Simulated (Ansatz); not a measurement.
```xyz
10

Al   -0.0674   -0.2484    0.5152
S     0.7245    1.3132   -1.3093
O     1.4823   -0.6396    1.1207
O    -0.8637   -1.4057   -0.4634
H    -0.4974    1.5151   -1.8306
O    -1.0436    0.8812    1.3487
H     1.0065    0.3363   -2.1883
H     1.8150   -1.5336    1.0695
H    -1.8135   -1.5010   -0.4244
H    -0.7427    1.2826    2.1618
```

The product side of a reaction path; geometry: PBE0-D4/def2-TZVP.

The calculation used RKS PBE0-D4/def2-TZVPP (Ansatz).

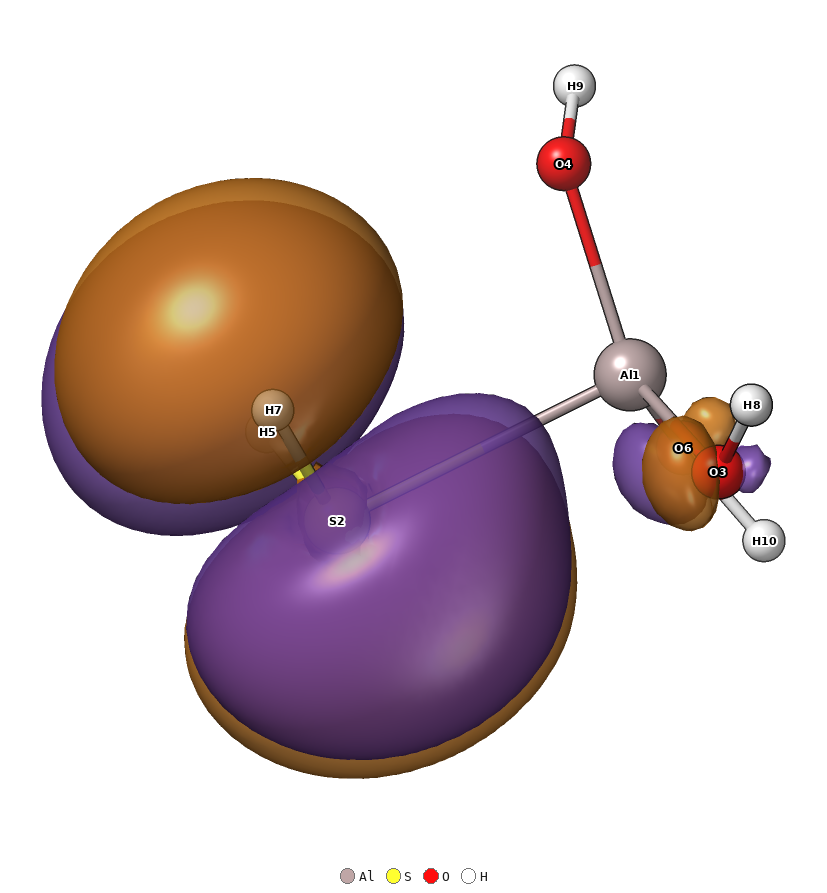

AlH₅O₃S. The LUMO at ±0.06 Å⁻³ᐟ² (orange and purple are the two phases), seen from one side.

What is the character of this orbital?

Its weight (Hirshfeld) is mainly on S2 (about 55 %), H5 (about 20 %) and H7 (about 20 %). Its energy is −0.29 eV.
